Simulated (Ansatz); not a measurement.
# Calculations on C2H8Si

### Relaxation

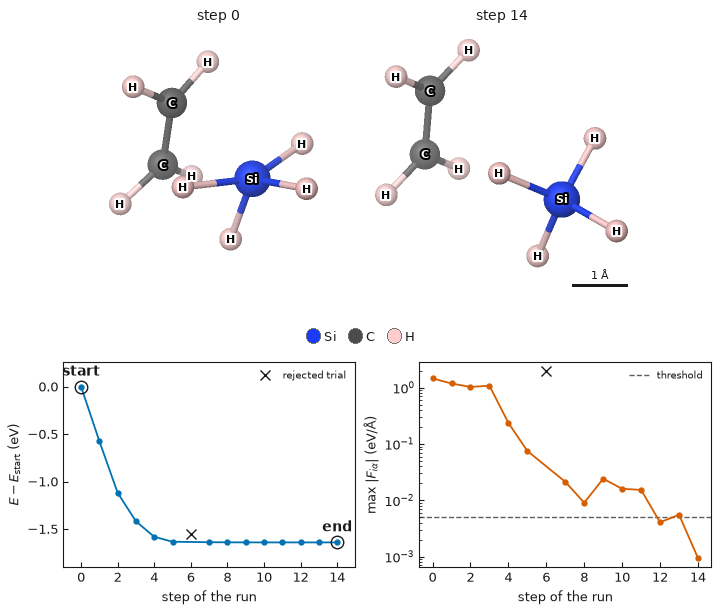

First and last geometry of a relaxation of C2H8Si (started from a transition state, displaced along its imaginary mode), with the history of the run. The picture is a ball-and-stick view, seen from a free direction.

Computed with RKS PBE0-D4/def2-TZVP (Ansatz).

Input file:
```yaml
crystal:
  periodic: [false, false, false]
  atoms:
    - {symbol: Si, position_ang: [0.304587, 1.205142, 0.096233]}
    - {symbol: C, position_ang: [0.156426, -1.067452, 0.584117]}
    - {symbol: C, position_ang: [-0.569131, -0.992819, -0.529584]}
    - {symbol: H, position_ang: [-0.557131, 0.971207, -1.118964]}
    - {symbol: H, position_ang: [0.867536, 2.562232, 0.453753]}
    - {symbol: H, position_ang: [-0.891725, 1.181041, 1.058153]}
    - {symbol: H, position_ang: [1.592184, 0.653102, -0.603254]}
    - {symbol: H, position_ang: [-0.314179, -1.043241, 1.553859]}
    - {symbol: H, position_ang: [1.195613, -1.416342, 0.546437]}
    - {symbol: H, position_ang: [-1.655335, -0.886249, -0.512582]}
    - {symbol: H, position_ang: [-0.128745, -1.166523, -1.528167]}
basis:
  gaussian: {orbitals: def2-TZVP}
hamiltonian: {xc: pbe0, dispersion: d4}
relax: {f_tol: 0.005, max_steps: 200}
```

Launched with:
```bash
ansatz run in.yaml --threads 2 --pin off --events-out ev --progress --plain --max-ram 4352MiB
```

Q: Read the history and describe the run.

A: It converged. The energy falls by 1.640 eV in 13 accepted moves (14 points after the start). The largest force component goes from 1.5 to 0.00095 eV/Å. The line search rejected the trial step at point 6 of the run. The largest move after the best rigid fit is that of H5, 0.96 Å. Largest moves by element: H 0.96 Å, Si 0.75 Å, C 0.67 Å. Some distances before and after: Si1–C2 2.329 → 3.720 Å, Si1–C3 2.447 → 3.698 Å, Si1–H7 1.566 → 1.484 Å, Si1–H6 1.535 → 1.484 Å. Bond angles that change, for instance: H6–Si1–H7 156.2° → 110.0°, H4–Si1–H6 93.3° → 109.8°, H4–Si1–H5 122.9° → 109.1°.

```csv
step,"E − E(0), eV","largest force component, eV/Å",note
0,0.0000,1.4630,
1,-0.5748,1.1867,
2,-1.1187,1.0292,
3,-1.4185,1.0848,
4,-1.5815,0.2372,
5,-1.6332,0.0753,
6,-1.5475,1.9701,rejected
7,-1.6384,0.0213,
8,-1.6395,0.0091,
9,-1.6402,0.0242,
10,-1.6403,0.0160,
11,-1.6404,0.0153,
12,-1.6404,0.0041,
13,-1.6404,0.0056,
14,-1.6404,0.0009,
```

### Relaxation

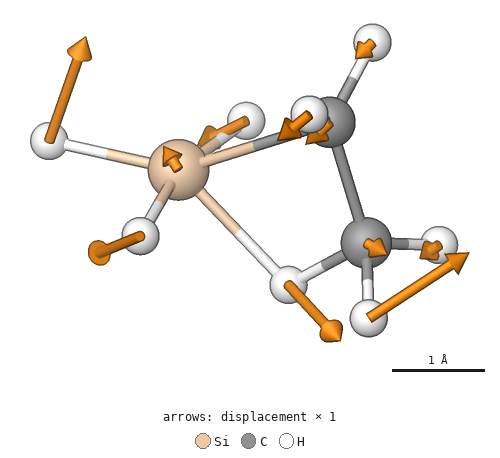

A relaxation of C₂H₈Si (started from a transition state, displaced along its imaginary mode). The starting structure is drawn; orange arrows show the displacements, at their true length. The two geometries are superimposed by the best rigid fit.

Style: ball-and-stick. Shown at a tilt.

The calculation used RKS PBE0-D4/def2-TZVP in Ansatz 0.2.0.

The input:
```yaml
crystal:
  periodic: [false, false, false]
  atoms:
    - {symbol: Si, position_ang: [0.400789, 1.139360, 0.208964]}
    - {symbol: C, position_ang: [0.215175, -0.871235, 0.591629]}
    - {symbol: C, position_ang: [-0.578232, -0.737540, -0.633369]}
    - {symbol: H, position_ang: [-0.578180, 0.381356, -1.011109]}
    - {symbol: H, position_ang: [0.927334, 2.514344, 0.608354]}
    - {symbol: H, position_ang: [-0.883628, 1.250806, 0.917835]}
    - {symbol: H, position_ang: [1.477155, 0.744625, -0.663010]}
    - {symbol: H, position_ang: [-0.322254, -1.073506, 1.527626]}
    - {symbol: H, position_ang: [1.174246, -1.344676, 0.525061]}
    - {symbol: H, position_ang: [-1.657919, -0.820017, -0.537858]}
    - {symbol: H, position_ang: [-0.174385, -1.183417, -1.534123]}
basis:
  gaussian: {orbitals: def2-TZVP}
hamiltonian: {xc: pbe0, dispersion: d4}
relax: {f_tol: 0.005, max_steps: 200}
```

Run as
```bash
ansatz run in.yaml --threads 2 --pin off --events-out ev --progress --plain --max-ram 4352MiB
```

### Which element moves most?

Hydrogen: up to 1.39 Å, against 0.39 Å for carbon.

### What happened in the run?

After 15 accepted moves (16 points after the start) the energy has fallen by 2.980 eV. The largest force component goes from 2.1 to 0.0037 eV/Å. The line search rejected the trial step at point 12 of the run. H5 moves most after the best rigid fit: 1.39 Å. By element the largest moves are H 1.39 Å, C 0.39 Å, Si 0.32 Å. Among the contacts that change: Si1–H4 1.738 → 3.063 Å, Si1–C3 2.278 → 2.851 Å, Si1–C2 2.055 → 1.876 Å, C3–H4 1.181 → 1.093 Å. Bonds break: Si1–H4 (1.74 → 3.06 Å). Bond angles that change, for instance: H6–Si1–H7 164.8° → 108.0°, C2–Si1–H5 149.8° → 111.1°, Si1–C2–C3 78.7° → 113.4°.

### Reaction

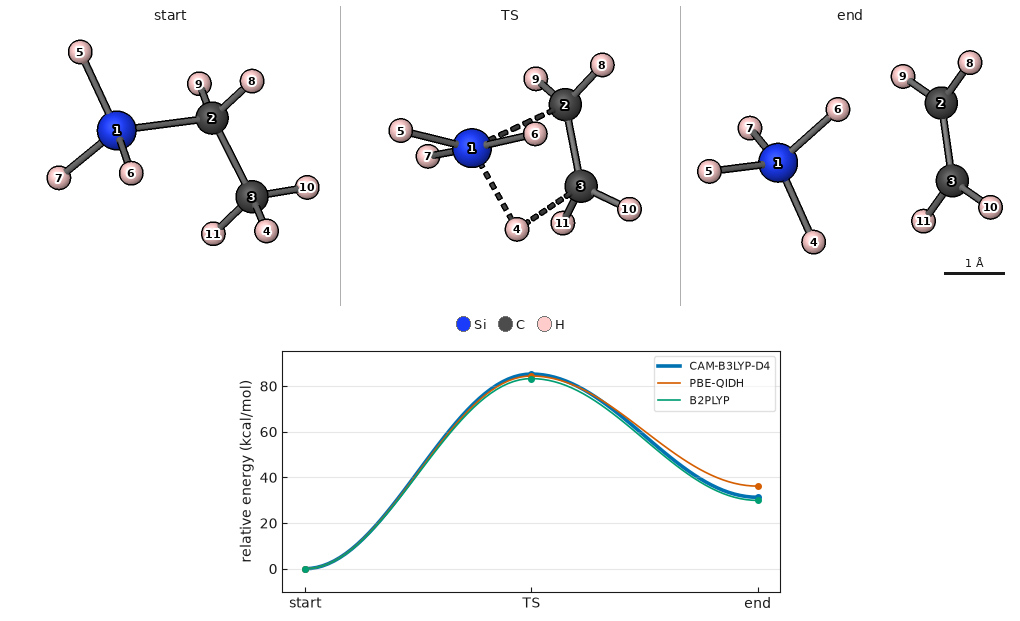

A reaction step of C2H8Si, with its energy diagram. The picture is a ball-and-stick view, seen from a free direction. Dashed sticks mark bonds that form or break.

Stationary points at PBE0-D4/def2-TZVP, single-point energies with CAM-B3LYP-D4, PBE-QIDH, B2PLYP (def2-TZVPP where no basis is named; Ansatz 0.2.0). The energies are electronic, without zero-point or thermal terms, and both ends are the relaxed geometries reached downhill from the saddle, with any fragments still in contact.

Question: Describe the step and its energetics.

Answer: Counted by bonded pieces, the start holds C₂H₈Si and the end holds C₂H₄ + SiH₄. From the start over the saddle to the end, a bond forms: Si1–H4 (3.06 → 1.60 → 1.48 Å). Bonds break: Si1–C2 (1.88 → 2.19 → 3.72 Å), C3–H4 (1.09 → 1.62 → 3.24 Å). The saddle has one imaginary mode, 1049i cm⁻¹. The end the end keeps a soft imaginary mode of 21i cm⁻¹, so it isn't quite a minimum. With CAM-B3LYP-D4 the barrier is 85.3 kcal/mol from the start and 54.0 kcal/mol from the end, and the end lies 31.3 kcal/mol above the start.

```tsv
level	barrier from the start (kcal/mol)	barrier from the end (kcal/mol)	the end less the start (kcal/mol)
CAM-B3LYP-D4	85.3	54.0	31.3
PBE-QIDH	84.4	48.2	36.2
B2PLYP	83.3	53.4	29.9
```

### Reaction

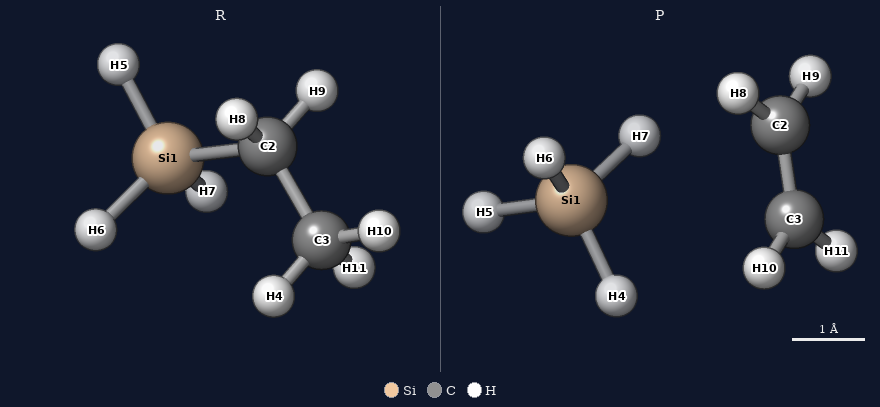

Reactant (R) and product (P) of one elementary step of C$_{2}$H$_{8}$Si. The picture is a ball-and-stick view, seen at a tilt.

Stationary points at PBE0-D4/def2-TZVP, single-point energies with CCSD(T)/CBS, CAM-B3LYP-D4, wB97X-V (def2-TZVPP where no basis is named; Ansatz 0.2.0). The energies are electronic, without zero-point or thermal terms, and both ends are the relaxed geometries reached downhill from the saddle, with any fragments still in contact. CCSD(T)/CBS stands for a frozen-core estimate: MP2 correlation extrapolated from def2-TZVPP and def2-QZVPP, CCSD(T) minus MP2 from the smaller set.

R:
```xyz
11

Si    0.6839    1.2494    0.3535
C     0.0725   -0.5198    0.4829
C    -0.7730   -0.9582   -0.7093
H    -1.6623   -0.3321   -0.8197
H     1.5089    1.6186    1.5363
H    -0.4666    2.1914    0.2686
H     1.5120    1.4231   -0.8723
H    -0.4981   -0.6156    1.4130
H     0.9441   -1.1738    0.5950
H    -1.1111   -1.9923   -0.6042
H    -0.2102   -0.8905   -1.6439
```

P:
```xyz
11

Si    0.4233    1.9418    0.0122
C    -0.0038   -1.7155    0.5442
C    -0.7038   -1.5329   -0.5640
H    -0.4312    1.6354   -1.1620
H     0.7382    3.3952    0.0181
H    -0.2970    1.5974    1.2630
H     1.6893    1.1724   -0.0717
H    -0.4588   -1.6322    1.5253
H     1.0539   -1.9541    0.5167
H    -1.7613   -1.2928   -0.5366
H    -0.2487   -1.6147   -1.5451
```

Q: What is the transition state like, and how high is the barrier?

A: Counted by bonded pieces, R holds C₂H₈Si and P holds C₂H₄ + SiH₄. From R over the saddle to P, a bond forms: Si1–H4 (3.06 → 1.60 → 1.48 Å). Bonds break: Si1–C2 (1.88 → 2.19 → 3.72 Å), C3–H4 (1.09 → 1.62 → 3.24 Å). The saddle has one imaginary mode, 1049i cm⁻¹. The end P keeps a soft imaginary mode of 21i cm⁻¹, so it isn't quite a minimum. With CCSD(T)/CBS the barrier is 83.4 kcal/mol from R and 52.4 kcal/mol from P, and P lies 31.0 kcal/mol above R.

| level | barrier from R (kcal/mol) | barrier from P (kcal/mol) | P less R (kcal/mol) |
| --- | --- | --- | --- |
| CCSD(T)/CBS | 83.4 | 52.4 | 31.0 |
| CAM-B3LYP-D4 | 85.3 | 54.0 | 31.3 |
| wB97X-V | 85.3 | 51.7 | 33.6 |

Saddle geometry:

```xyz
11

Si    0.3527    1.1723    0.1526
C     0.1858   -0.9693    0.5879
C    -0.5737   -0.8652   -0.5815
H    -0.5677    0.6763   -1.0650
H     0.8974    2.5383    0.5311
H    -0.8877    1.2159    0.9880
H     1.5347    0.6989   -0.6331
H    -0.3182   -1.0584    1.5407
H     1.1849   -1.3805    0.5357
H    -1.6566   -0.8531   -0.5252
H    -0.1516   -1.1750   -1.5311
```

The saddle point in the same view, with dashed sticks for the bonds that form or break:

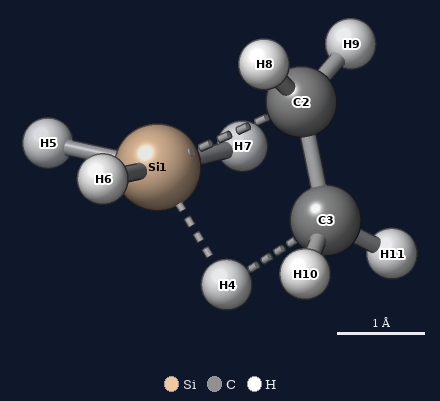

### Path

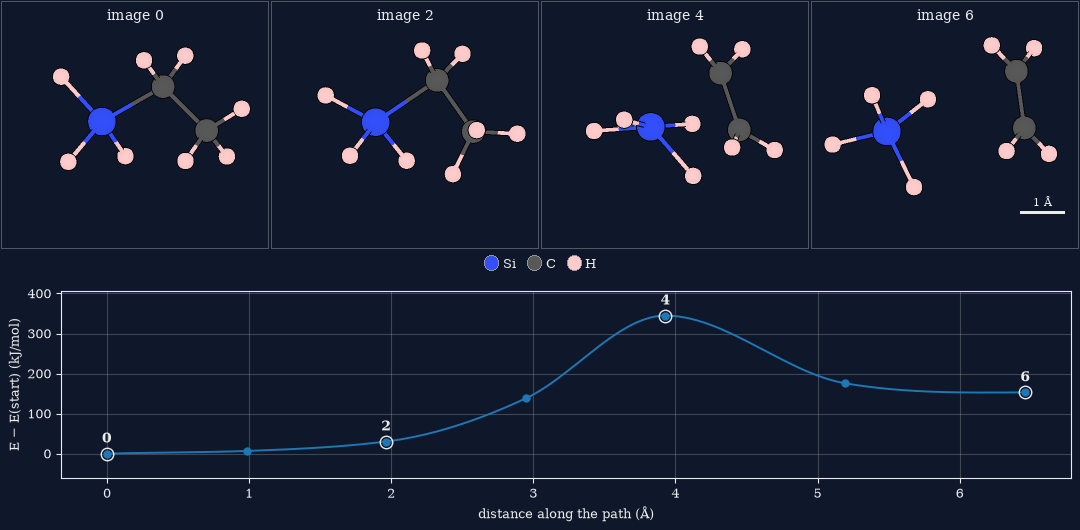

A search for the minimum-energy path of C$_{2}$H$_{8}$Si by the nudged elastic band. Images are numbered from 0 (start) to 6 (end). Style: ball-and-stick. Shown at a tilt.

Computed with RKS PBE0-D4/def2-SVP (Ansatz).

The input:
```yaml
crystal:
  periodic: [false, false, false]
  atoms:
    - {symbol: Si, position_ang: [0.659618, 1.267684, 0.333883]}
    - {symbol: C, position_ang: [0.063732, -0.503628, 0.500998]}
    - {symbol: C, position_ang: [-0.741256, -0.988848, -0.701117]}
    - {symbol: H, position_ang: [-1.633536, -0.376909, -0.857285]}
    - {symbol: H, position_ang: [1.445057, 1.683212, 1.528158]}
    - {symbol: H, position_ang: [-0.497984, 2.193076, 0.185596]}
    - {symbol: H, position_ang: [1.521914, 1.412812, -0.871894]}
    - {symbol: H, position_ang: [-0.533245, -0.577013, 1.416449]}
    - {symbol: H, position_ang: [0.938557, -1.143534, 0.659228]}
    - {symbol: H, position_ang: [-1.071152, -2.023031, -0.573489]}
    - {symbol: H, position_ang: [-0.151604, -0.943721, -1.620528]}
basis:
  gaussian: {orbitals: def2-SVP}
hamiltonian: {xc: pbe0, dispersion: d4}
neb:
  images: 5
  climbing: true
  max_iterations: 40
  initial_path: idpp
  final_atoms:
    - {symbol: Si, position_ang: [0.425116, 1.941315, 0.016114]}
    - {symbol: C, position_ang: [-0.005698, -1.716529, 0.540918]}
    - {symbol: C, position_ang: [-0.705058, -1.531094, -0.567268]}
    - {symbol: H, position_ang: [-0.429110, 1.638036, -1.159035]}
    - {symbol: H, position_ang: [0.741430, 3.394443, 0.024954]}
    - {symbol: H, position_ang: [-0.296047, 1.595256, 1.265929]}
    - {symbol: H, position_ang: [1.690498, 1.170932, -0.068663]}
    - {symbol: H, position_ang: [-0.461051, -1.634692, 1.521946]}
    - {symbol: H, position_ang: [1.051807, -1.956089, 0.513423]}
    - {symbol: H, position_ang: [-1.762250, -1.290032, -0.539953]}
    - {symbol: H, position_ang: [-0.249536, -1.611450, -1.548362]}
```

Launched with:
```bash
ansatz run in.yaml --threads 2 --pin off --events-out ev --progress --plain --max-ram 4352MiB
```

Read off the barrier and say what moves.

Breaking: C–H (1.09 → 3.24 Å), C–Si (1.88 → 3.72 Å). Forming: H–Si (3.06 → 1.48 Å). The energy climbs by 344.7 kJ/mol to image 4 and then falls by 191.8 kJ/mol, so the end point sits at +153.0 kJ/mol. The band converged in 14 iterations. The largest component of the band force went from 3.2 to 0.036 eV/Å. The climbing image converged on the top of the path. Its curvatures weren't checked. The largest force component is 0.27 eV/Å at the start and 0.35 eV/Å at the end; an end with forces this large is no minimum, and the barrier measured from it can be far off.
